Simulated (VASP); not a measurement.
Band structure of HgO (space group P3_121). Method: PBEsol GGA with spin-orbit coupling, VASP's PBE PAW potentials (set 64) (plane waves; VASP 6.6.1).

Without a dispersion term in the relaxation, distances and binding between the weakly bound layers, chains or molecules are unreliable, and so is what depends on them.

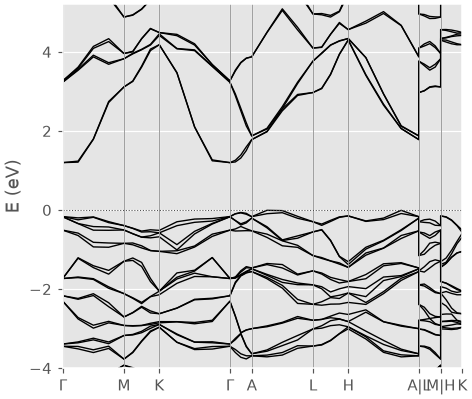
*Bands along high-symmetry lines, zero at the valence-band maximum or, without a gap, the Fermi level*

Question: Read the plot: is there a gap, and where are the band edges?

Answer: The gap is indirect, 1.20 eV, from the valence maximum at (0.14, 0.00, 0.33) to the conduction minimum at Γ.

The structure comes from a computed database's HgO entry (P3_121); how it stands against other phases isn't given here. It was relaxed first.
